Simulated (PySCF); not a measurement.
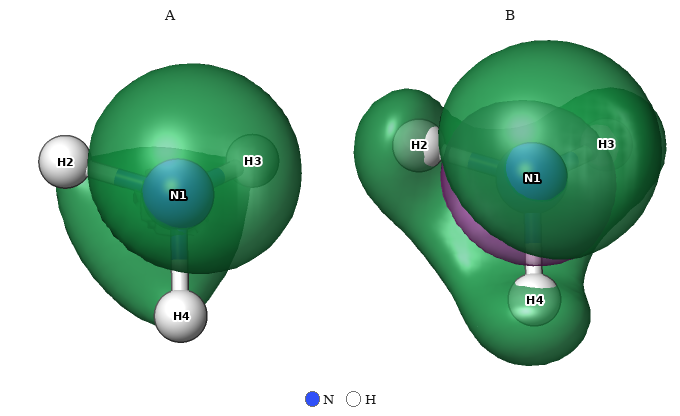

Figure. H$_{3}$N, SMILES `N`. The Fukui function f⁻ from two separate SCF calculations and the density of the HOMO, at ±0.05 e/Å³ (green positive, purple negative).

Computed with PySCF, PBE/def2-TZVP, geometry: GFN2-xTB. No frequency check shows the geometry to be a minimum.

Question: Which panel is which, and how good is the frozen-orbital picture?

Answer: B is f⁻ (it has negative regions), A the HOMO density. The HOMO lies on N1 (79 %) and H2, H3 and H4 (7 % each); f⁻ (Hirshfeld-condensed) is largest on N1 (0.54); the vertical ionisation energy is 10.81 eV. Relaxation shifts 25 % of the electron between atoms. The orbital energy is −5.91 eV.
